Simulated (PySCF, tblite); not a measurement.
# C₇H₄FNS: dynamics, then NMR shifts on frames, part 2 of 2

tblite 0.8.0 and PySCF 2.14.0. Atoms count from 0.

**5. Shielding tensors: 625 fs, PBE0/pcSseg-1**

What the job is given:

```
{"job": {"kind": "nmr", "xc": "PBE0", "basis": "pcSseg-1", "pop": false}, "charge": 0, "multiplicity": 1}
F     -2.828700     0.327900    -0.859300
C     -1.643500     0.057700    -0.389800
C     -1.622400    -1.185600     0.378800
C     -0.375700    -1.641300     0.779200
C      0.733200    -0.804400     0.674500
N      1.818600    -1.002500     1.440600
C      2.698100    -0.096700     1.173000
S      2.193700     1.175300     0.089600
C      0.666300     0.394400    -0.130000
C     -0.519000     0.816300    -0.698100
H     -2.452200    -1.787200     0.559000
H     -0.302900    -2.578800     1.336600
H      3.603900     0.145900     1.729000
H     -0.506100     1.745300    -1.277300
```

Level: GIAO PBE0/pcSseg-1 NMR shielding, non-relativistic, gas phase.

The program printed:

```text
coarse grid: 13856 points
cycle   1  E = -821.1160159787  dE =  2.137e+00  |g| = 5.312e-01  |ddm| = 4.098e+00
cycle   2  E = -821.0375900466  dE =  7.843e-02  |g| = 8.078e-01  |ddm| = 1.318e+00
cycle   3  E = -821.1696254104  dE = -1.320e-01  |g| = 1.524e-01  |ddm| = 9.283e-01
cycle   4  E = -821.1746178052  dE = -4.992e-03  |g| = 5.593e-02  |ddm| = 2.099e-01
cycle   5  E = -821.1753055368  dE = -6.877e-04  |g| = 1.245e-02  |ddm| = 7.232e-02
cycle   6  E = -821.1753381953  dE = -3.266e-05  |g| = 4.673e-03  |ddm| = 1.836e-02
cycle   7  E = -821.1753435718  dE = -5.377e-06  |g| = 1.695e-03  |ddm| = 6.305e-03
final grid: 134288 points
cycle   8  E = -821.2420810894  dE = -2.943e-05  |g| = 9.335e-03  |ddm| = 4.122e-02
cycle   9  E = -821.2420452569  dE =  3.583e-05  |g| = 1.475e-02  |ddm| = 2.742e-02
cycle  10  E = -821.2421022314  dE = -5.697e-05  |g| = 2.382e-03  |ddm| = 1.955e-02
cycle  11  E = -821.2421036414  dE = -1.410e-06  |g| = 4.754e-04  |ddm| = 3.034e-03
cycle  12  E = -821.2421036883  dE = -4.691e-08  |g| = 1.321e-04  |ddm| = 5.207e-04
cycle  13  E = -821.2421036912  dE = -2.869e-09  |g| = 4.656e-05  |ddm| = 1.560e-04
cycle  14  E = -821.2421036918  dE = -5.798e-10  |g| = 1.550e-05  |ddm| = 7.419e-05
converged SCF energy = -821.2421036918

GIAO shielding tensors (ppm)
atom      isotropic    diamagn.    paramagn.     s11        s22        s33       span
  0 F      287.511     474.966    -187.455    209.774    251.736    401.024    191.250
  1 C       14.862     249.499    -234.637    -65.279     21.757     88.108    153.387
  2 C       54.961     257.402    -202.441    -44.709     48.371    161.222    205.931
  3 C       44.435     253.173    -208.738    -62.357     30.552    165.111    227.468
  4 C       31.092     255.560    -224.468    -39.970     17.736    115.509    155.478
  5 N      -82.576     330.318    -412.894   -377.194    -99.774    229.239    606.433
  6 C       29.700     261.112    -231.412    -44.875     29.754    104.222    149.097
  7 S      244.160    1056.772    -812.611    -13.886    351.801    394.565    408.451
  8 C       41.320     263.638    -222.318    -17.845      1.139    140.667    158.511
  9 C       78.060     251.010    -172.950      7.011     57.191    169.978    162.967
 10 H       24.084      31.497      -7.413     20.918     23.359     27.974      7.056
 11 H       22.780      29.671      -6.891     18.458     23.154     26.728      8.271
 12 H       23.001      28.986      -5.985     18.974     21.875     28.153      9.179
 13 H       23.515      29.520      -6.005     17.787     25.069     27.689      9.902
```

Run time: 28 s. Hardware: 1 thread of Arm Neoverse V2, shared host; peak memory 0.86 GiB.

Key values: δ C1 172.1, C6 157.2, C4 155.8, C8 145.6, H11 8.94, H12 8.72 ppm.

**6. Shielding tensors: 800 fs, PBE0/pcSseg-1**

What the job is given:

```
{"job": {"kind": "nmr", "xc": "PBE0", "basis": "pcSseg-1", "pop": false}, "charge": 0, "multiplicity": 1}
F     -2.588600     0.218800    -1.149600
C     -1.486700    -0.107900    -0.366800
C     -1.502200    -1.133100     0.620400
C     -0.361800    -1.432600     1.253000
C      0.809900    -0.635100     1.078400
N      2.060100    -0.847500     1.633200
C      2.874400     0.021300     1.284700
S      2.292500     1.250300     0.041700
C      0.779500     0.402900     0.129100
C     -0.326600     0.637900    -0.683700
H     -2.394200    -1.621900     0.805100
H     -0.280200    -2.234700     1.990900
H      3.917600     0.068200     1.601200
H     -0.272400     1.527200    -1.349400
```

Level: GIAO PBE0/pcSseg-1 NMR shielding, non-relativistic, gas phase.

The program printed:

```text
coarse grid: 13856 points
cycle   1  E = -821.1181116926  dE =  1.986e+00  |g| = 5.446e-01  |ddm| = 4.102e+00
cycle   2  E = -821.0474900364  dE =  7.062e-02  |g| = 8.267e-01  |ddm| = 1.280e+00
cycle   3  E = -821.1749372333  dE = -1.274e-01  |g| = 1.216e-01  |ddm| = 8.379e-01
cycle   4  E = -821.1775919142  dE = -2.655e-03  |g| = 6.403e-02  |ddm| = 1.907e-01
cycle   5  E = -821.1785565379  dE = -9.646e-04  |g| = 1.432e-02  |ddm| = 8.479e-02
cycle   6  E = -821.1786012372  dE = -4.470e-05  |g| = 4.517e-03  |ddm| = 2.086e-02
cycle   7  E = -821.1786064779  dE = -5.241e-06  |g| = 1.240e-03  |ddm| = 6.248e-03
final grid: 134288 points
cycle   8  E = -821.2461058281  dE = -2.873e-05  |g| = 1.033e-02  |ddm| = 4.403e-02
cycle   9  E = -821.2460623619  dE =  4.347e-05  |g| = 1.679e-02  |ddm| = 2.993e-02
cycle  10  E = -821.2461313101  dE = -6.895e-05  |g| = 2.170e-03  |ddm| = 2.068e-02
cycle  11  E = -821.2461323995  dE = -1.089e-06  |g| = 5.741e-04  |ddm| = 2.846e-03
cycle  12  E = -821.2461324676  dE = -6.807e-08  |g| = 1.576e-04  |ddm| = 6.502e-04
cycle  13  E = -821.2461324715  dE = -3.889e-09  |g| = 4.558e-05  |ddm| = 1.662e-04
cycle  14  E = -821.2461324720  dE = -5.496e-10  |g| = 1.185e-05  |ddm| = 7.002e-05
converged SCF energy = -821.2461324720

GIAO shielding tensors (ppm)
atom      isotropic    diamagn.    paramagn.     s11        s22        s33       span
  0 F      271.217     476.376    -205.160    180.010    299.306    334.334    154.323
  1 C        6.081     253.159    -247.077    -75.256     20.044     73.456    148.712
  2 C       73.148     254.951    -181.803     -5.768     52.719    172.493    178.261
  3 C       56.191     251.642    -195.451    -32.845     31.761    169.657    202.502
  4 C       33.295     254.040    -220.745    -40.334     35.162    105.059    145.392
  5 N      -74.962     332.978    -407.940   -351.298    -87.643    214.054    565.353
  6 C       28.717     260.637    -231.920    -37.316     33.565     89.900    127.216
  7 S      216.863    1056.936    -840.073    -66.362    309.988    406.962    473.324
  8 C       34.890     267.931    -233.041    -34.025      2.231    136.463    170.488
  9 C       63.347     250.847    -187.500    -20.444     49.394    161.091    181.534
 10 H       24.978      30.360      -5.381     21.098     26.013     27.824      6.726
 11 H       23.134      28.497      -5.363     18.466     24.620     26.315      7.849
 12 H       23.019      28.501      -5.482     18.997     22.132     27.926      8.929
 13 H       22.803      29.914      -7.111     16.823     23.400     28.187     11.364
```

Run time: 28 s. Hardware: 1 thread of Arm Neoverse V2, shared host; peak memory 0.86 GiB.

In short: δ C1 180.8, C6 158.2, C4 153.6, C8 152.0, H13 8.91, H12 8.70 ppm.

**7. Nuclear shieldings: 1000 fs, PBE0/pcSseg-1**

What the job is given:

```
{"job": {"kind": "nmr", "xc": "PBE0", "basis": "pcSseg-1", "pop": false}, "charge": 0, "multiplicity": 1}
F     -2.626200     0.605400    -0.790800
C     -1.514200     0.142900    -0.168000
C     -1.485500    -1.167900     0.393400
C     -0.348800    -1.649600     1.002500
C      0.752700    -0.815900     1.038600
N      1.934600    -1.104800     1.620200
C      2.845700    -0.252500     1.353300
S      2.325500     1.208100     0.530200
C      0.680300     0.525600     0.535700
C     -0.470000     0.935100    -0.167000
H     -2.381600    -1.766100     0.445100
H     -0.343600    -2.616100     1.572900
H      3.770100    -0.230300     1.763700
H     -0.531000     2.015600    -0.346800
```

Method: GIAO PBE0/pcSseg-1 NMR shielding, non-relativistic, gas phase.

The program printed:

```text
coarse grid: 13856 points
cycle   1  E = -821.1163872962  dE =  2.162e+00  |g| = 5.218e-01  |ddm| = 4.090e+00
cycle   2  E = -821.0514674096  dE =  6.492e-02  |g| = 7.735e-01  |ddm| = 1.343e+00
cycle   3  E = -821.1667706068  dE = -1.153e-01  |g| = 1.485e-01  |ddm| = 9.365e-01
cycle   4  E = -821.1714119150  dE = -4.641e-03  |g| = 5.880e-02  |ddm| = 2.063e-01
cycle   5  E = -821.1721782276  dE = -7.663e-04  |g| = 1.313e-02  |ddm| = 7.361e-02
cycle   6  E = -821.1722129461  dE = -3.472e-05  |g| = 4.591e-03  |ddm| = 2.134e-02
cycle   7  E = -821.1722181368  dE = -5.191e-06  |g| = 1.275e-03  |ddm| = 6.160e-03
final grid: 134288 points
cycle   8  E = -821.2388462470  dE = -2.713e-05  |g| = 9.672e-03  |ddm| = 4.179e-02
cycle   9  E = -821.2388072614  dE =  3.899e-05  |g| = 1.560e-02  |ddm| = 3.092e-02
cycle  10  E = -821.2388687671  dE = -6.151e-05  |g| = 2.266e-03  |ddm| = 2.160e-02
cycle  11  E = -821.2388699652  dE = -1.198e-06  |g| = 5.243e-04  |ddm| = 2.660e-03
cycle  12  E = -821.2388700205  dE = -5.535e-08  |g| = 1.372e-04  |ddm| = 5.694e-04
cycle  13  E = -821.2388700234  dE = -2.839e-09  |g| = 4.660e-05  |ddm| = 1.573e-04
cycle  14  E = -821.2388700239  dE = -5.446e-10  |g| = 1.689e-05  |ddm| = 7.896e-05
converged SCF energy = -821.2388700239

GIAO shielding tensors (ppm)
atom      isotropic    diamagn.    paramagn.     s11        s22        s33       span
  0 F      290.519     476.405    -185.886    214.098    307.830    349.630    135.532
  1 C       21.289     252.069    -230.780    -57.824     38.219     83.472    141.296
  2 C       62.515     255.792    -193.277    -21.158     42.106    166.596    187.754
  3 C       51.980     252.224    -200.244    -47.082     38.687    164.334    211.416
  4 C       31.389     255.815    -224.426    -41.942     16.744    119.366    161.308
  5 N      -91.311     331.548    -422.858   -402.061    -92.895    221.023    623.083
  6 C       32.441     260.295    -227.854    -42.133     32.113    107.345    149.478
  7 S      217.530    1056.988    -839.458    -26.414    216.751    462.254    488.668
  8 C       30.082     263.190    -233.108    -31.149     -0.212    121.608    152.757
  9 C       75.509     252.543    -177.034     -2.282     56.549    172.260    174.542
 10 H       24.176      29.027      -4.851     19.940     25.499     27.089      7.149
 11 H       22.360      28.236      -5.876     17.829     23.790     25.461      7.632
 12 H       24.211      31.611      -7.400     20.402     22.972     29.258      8.855
 13 H       23.562      29.588      -6.026     17.444     24.792     28.450     11.006
```

It took 28 s on 1 thread of Arm Neoverse V2, shared host; peak memory 0.86 GiB.

This run: δ C1 165.6, C8 156.8, C4 155.5, C6 154.5, H11 9.36, H13 8.15 ppm.

**8. Side by side: NMR shifts**

Shifts (ppm) of some atoms, chosen among heavy atoms and hydrogens apart, with basis size and wall time:

```tsv
frame	C2	C9	H12	H10	F0	N5	S7	functions	time
250 fs	128.4	111.4	9.11	7.94	-115.4	367.0	240	197	28 s
425 fs	116.5	126.9	8.60	8.11	-126.3	353.9	250	197	28 s
625 fs	132.0	108.9	8.72	7.63	-116.6	350.3	260	197	28 s
800 fs	113.8	123.6	8.70	6.74	-100.3	342.7	287	197	28 s
1000 fs	124.4	111.4	7.51	7.54	-119.6	359.0	286	197	28 s
```

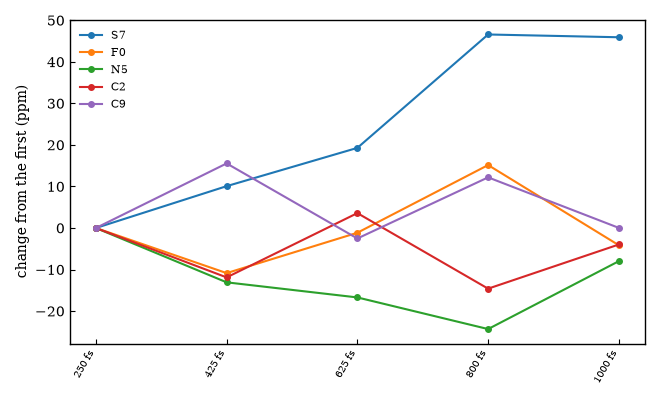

How five of the tabulated atoms move from run to run.

**9. Results**

What follows sums up all 2 parts.

```
                                        quantity                                                value
                                      thermostat                                                300 K
                   mean temperature, second half                                                327 K
         mean potential energy above the minimum                                              0.56 eV
  13C shifts against TMS (PBE0/pcSseg-1, 250 fs)  173.6, 161.9, 156.2, 141.5, 139.7, 128.4, 111.4 ppm
   1H shifts against TMS (PBE0/pcSseg-1, 250 fs)                           9.11, 8.54, 7.94, 7.74 ppm
19F shifts against CFCl3 (PBE0/pcSseg-1, 250 fs)                                           -115.4 ppm
  15N shifts against NH3 (PBE0/pcSseg-1, 250 fs)                                            367.0 ppm
  33S shifts against CS2 (PBE0/pcSseg-1, 250 fs)                                              240 ppm
                        range of the shift of S7                                       240 to 287 ppm
```

In words: In the second half the potential energy averages 0.56 eV above the minimum; equipartition over 36 harmonic modes at 300 K would give 0.47 eV. With 14 atoms the temperature swings widely (109 to 471 K). Shifts at one fixed geometry are not the observed spectrum, which averages over the motion. In the first frame run (250 fs): The largest span, 596 ppm, is at N5, where the paramagnetic term is -431 ppm. NICS(1)zz of -23 ppm above the planar ring from C4 marks a diatropic (aromatic) ring current. Across the 5 runs the shift of S7 moves most, between 240 (250 fs) and 287 ppm (800 fs).
